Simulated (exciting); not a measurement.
Two BSE runs for the As K edge of NaAsF6, space group R-3. Run A: exciting, all-electron LAPW+lo, LDA, exchange and screened direct term (singlet BSE), 3×3×3 shifted k points, 36 conduction bands, |G+q| up to 3 bohr⁻¹, full RPA screening with nempty = 67, Lorentzian half width 1.07 eV. Run B differs in one setting: k mesh, kernel cutoff, basis, band set, screening or width.

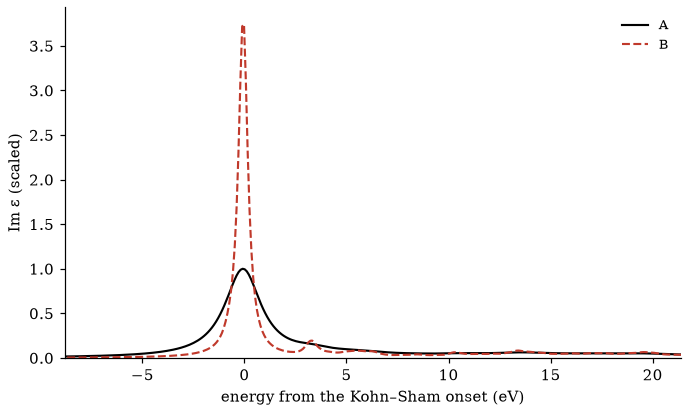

Energy from the Kohn–Sham onset, core level to the lowest empty state found on the meshes used; one zero for both, scaled to A's maximum.

Which is the likeliest?

The half width (eV) from 1.07 to 0.27. The spectrum differs from run A by 124 % r.m.s. The highest maximum lies at 0.0 eV (3.74), against -0.1 eV (1.00). Only the width of each line changes; the area stays. A table step wider than the lines misses their tops. Other settings could leave a like mark; this is the change that was made.

[Hosts, paths, dates, database ids (printed as entryN), source tags and the programs' standing remarks are cut or masked in the printed files.]
